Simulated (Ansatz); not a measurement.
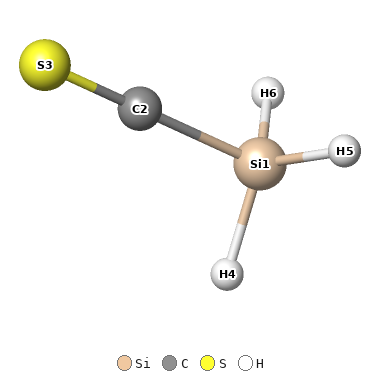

The system is CH₃SSi, SMILES [SiH3][C+]=S, charge +1; the picture shows the reference structure. 
- First axis: angle C2–Si1–H5. Second axis: angle H4–Si1–H5.
- Nothing is relaxed (all other coordinates rigid).
- Grid: 15 × 15 points.
- Energies: eV, counted from the lowest grid point.
- Computed with RKS PBE-D4/def2-TZVP in Ansatz.

Its coordinates:

```xyz
6

Si   -0.4066    0.5066   -0.3295
C     0.6548   -0.8162    0.5306
S     1.4944   -1.8619    1.2111
H    -1.5569   -0.2924   -0.8301
H     0.5218    1.0234   -1.3703
H    -0.7074    1.4406    0.7882
```

Range: angle C2–Si1–H5 from 77.1 to 127.1°; angle H4–Si1–H5 from 90.7 to 140.7°.

Q: What landscape does the calculation give?

A: The lowest grid point is at angle C2–Si1–H5 = 102.1°, angle H4–Si1–H5 = 115.7°. It is the only kind of minimum in the scanned range. The highest grid point, angle C2–Si1–H5 = 127.1°, angle H4–Si1–H5 = 140.7°, lies 0.829 eV above the lowest. Round the minimum the two coordinates are weakly coupled (coupling 0.07 in units of the two stiffnesses).

```csv
"angle H4–Si1–H5 ↓, angle C2–Si1–H5 →",77.1,80.7,84.3,87.8,91.4,95.0,98.5,102.1,105.7,109.3,112.8,116.4,120.0,123.5,127.1
140.7,0.680,0.578,0.494,0.429,0.381,0.350,0.337,0.340,0.360,0.397,0.449,0.519,0.606,0.708,0.829
137.1,0.594,0.492,0.408,0.344,0.295,0.263,0.248,0.249,0.266,0.300,0.349,0.415,0.497,0.594,0.709
133.6,0.522,0.421,0.338,0.273,0.224,0.191,0.175,0.174,0.189,0.220,0.266,0.328,0.406,0.498,0.608
130.0,0.462,0.362,0.279,0.214,0.164,0.131,0.113,0.111,0.124,0.152,0.195,0.253,0.327,0.414,0.519
126.4,0.414,0.315,0.233,0.169,0.119,0.084,0.066,0.062,0.073,0.099,0.139,0.194,0.264,0.346,0.447
122.9,0.380,0.282,0.201,0.137,0.087,0.052,0.033,0.028,0.038,0.061,0.098,0.150,0.217,0.296,0.391
119.3,0.358,0.261,0.181,0.118,0.068,0.033,0.013,0.007,0.015,0.037,0.072,0.121,0.184,0.259,0.350
115.7,0.349,0.254,0.174,0.112,0.062,0.027,0.007,0.000,0.007,0.027,0.060,0.107,0.167,0.238,0.326
112.1,0.352,0.259,0.181,0.119,0.070,0.035,0.015,0.007,0.013,0.032,0.063,0.107,0.165,0.234,0.317
108.6,0.368,0.276,0.200,0.139,0.091,0.056,0.036,0.028,0.033,0.051,0.080,0.123,0.178,0.244,0.325
105.0,0.396,0.307,0.232,0.172,0.125,0.091,0.071,0.063,0.067,0.084,0.113,0.154,0.207,0.271,0.349
101.4,0.437,0.350,0.277,0.219,0.173,0.140,0.120,0.112,0.116,0.133,0.160,0.200,0.252,0.314,0.390
97.9,0.489,0.405,0.334,0.277,0.232,0.200,0.181,0.173,0.177,0.194,0.221,0.260,0.311,0.371,0.445
94.3,0.555,0.473,0.404,0.350,0.306,0.275,0.257,0.250,0.255,0.271,0.298,0.337,0.387,0.446,0.519
90.7,0.632,0.553,0.487,0.435,0.393,0.364,0.347,0.341,0.346,0.363,0.390,0.429,0.478,0.537,0.609
```

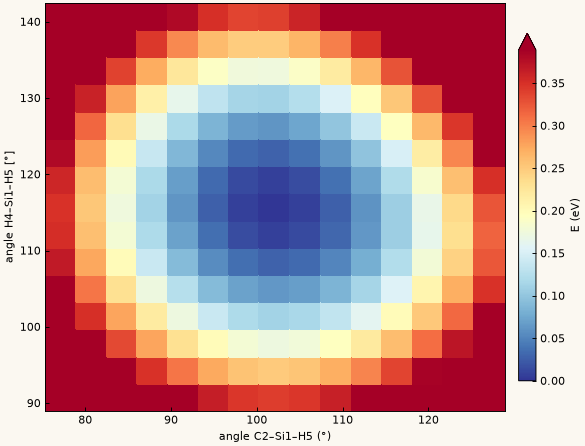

The picture shows one coloured cell a grid point, one colour for all values above the top of the scale.

Each point was launched as `ansatz run input.yaml --threads 1 --pin off --max-ram 2560MiB --backend cpu --events-out ev --progress --plain --runs-dir out`. Time for the 225 points that were run: 8.8 min on 1 thread of Arm Neoverse V2 (shared host).
